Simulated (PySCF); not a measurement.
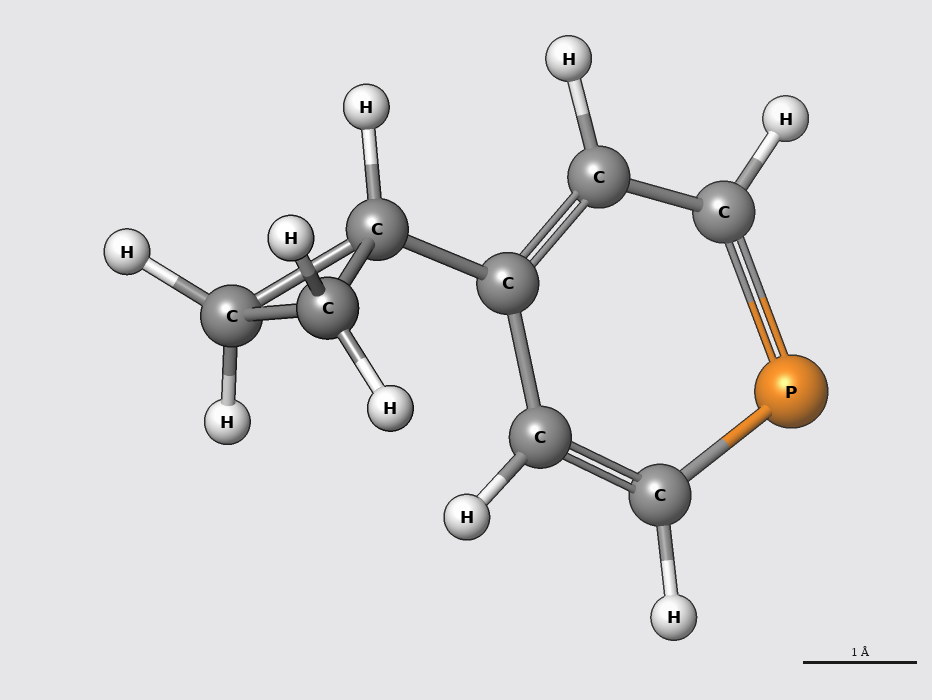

The computed structure is the end point of a PBE0-D3(BJ)/def2-SVP optimisation. No frequency run is at hand to confirm it as a minimum.

Identify the structure.

Formula C8H9P. As SMILES it reads `c1cc(C2CC2)ccp1`. Independent rings (smallest set): 1 of 3 members, 1 of 6 members, 1 of them aromatic. Coordination, clear cases only: 5 C trigonal planar; 1 P bent.

The parts below concern this one geometry. Atoms keep their numbers from picture to picture.

### Ring current

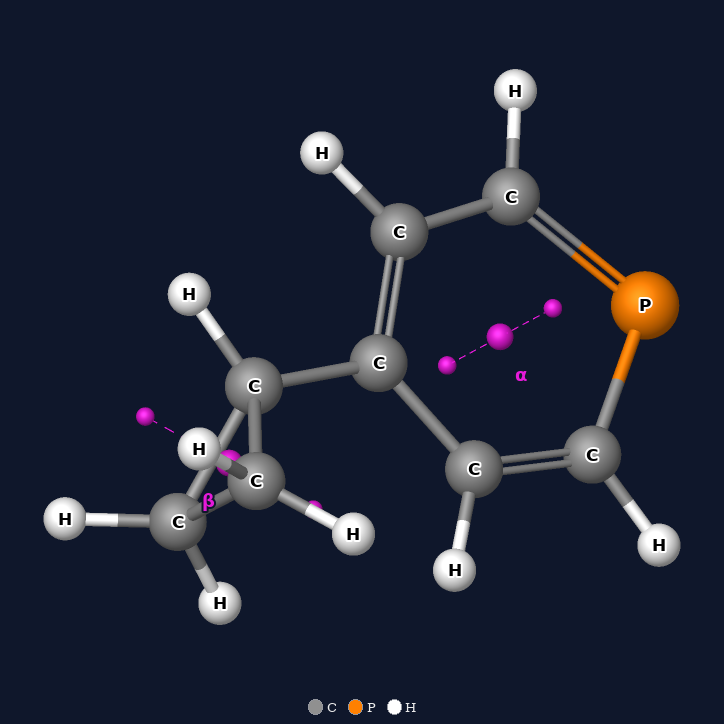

The small points mark where nucleus-independent chemical shifts (NICS) were computed: at the centre of each lettered ring and 1 Å above and below it. No frequency run is at hand to confirm it as a minimum. Properties computed with GIAO PBE0/pcSseg-1 NMR shielding, non-relativistic, gas phase (PySCF 2.14.0).

Give NICS(0), NICS(1) and the out-of-plane component NICS(1)zz for each ring (means of the two sides).

```json
{"ring": "α", "members": "C5P", "NICS(0)": "−7.2", "NICS(1)": "−10.3", "NICS(1)zz": "−25.3"}
{"ring": "β", "members": "C3", "NICS(0)": "−42.3", "NICS(1)": "−7.6", "NICS(1)zz": "−23.7"}
```

Values in ppm.

What do the values say about the ring currents?

Answer. Ring α: diatropic, as in an aromatic ring. NICS is one index among several.

### Levels of theory compared

No frequency run is at hand to confirm it as a minimum. Program: PySCF 2.14.0.

At this fixed geometry, give HOMO energy (eV), dipole (D), HOMO–LUMO gap (eV) at these levels: CAM-B3LYP/def2-SVPD; CAM-B3LYP/def2-SVPD in acetonitrile (IEF-PCM); PBE0/pcSseg-1; PBE0/pcSseg-1 in acetonitrile (IEF-PCM); PBE0/pcSseg-1 in cyclohexane (IEF-PCM); ωB97X-D/pcSseg-1.

| level | HOMO energy (eV) | dipole (D) | HOMO–LUMO gap (eV) |
| --- | --- | --- | --- |
| CAM-B3LYP/def2-SVPD | −7.70 | 2.38 | 7.41 |
| CAM-B3LYP/def2-SVPD in acetonitrile (IEF-PCM) | −7.72 | 3.38 | 7.36 |
| PBE0/pcSseg-1 | −6.65 | 2.52 | 5.29 |
| PBE0/pcSseg-1 in acetonitrile (IEF-PCM) | −6.71 | 3.54 | 5.24 |
| PBE0/pcSseg-1 in cyclohexane (IEF-PCM) | −6.65 | 2.90 | 5.27 |
| ωB97X-D/pcSseg-1 | −8.33 | 2.51 | 8.59 |

### Excitation

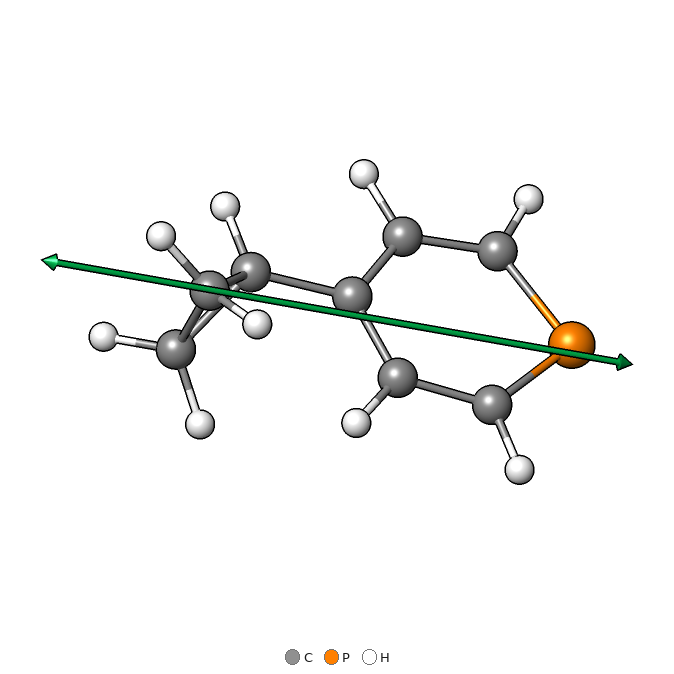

The double arrow shows the direction of the transition dipole to excited singlet state 8 (its length means nothing). No frequency run is at hand to confirm it as a minimum. Method: TDDFT CAM-B3LYP/def2-SVPD, vertical, gas phase, core orbitals frozen in the response (PySCF 2.14.0).

Where does the transition lie, and how strong is it?

Answer. 6.63 eV (187 nm), oscillator strength 0.64, mainly HOMO−1 → LUMO+1 (weight 0.89); transition dipole 5.03 D.
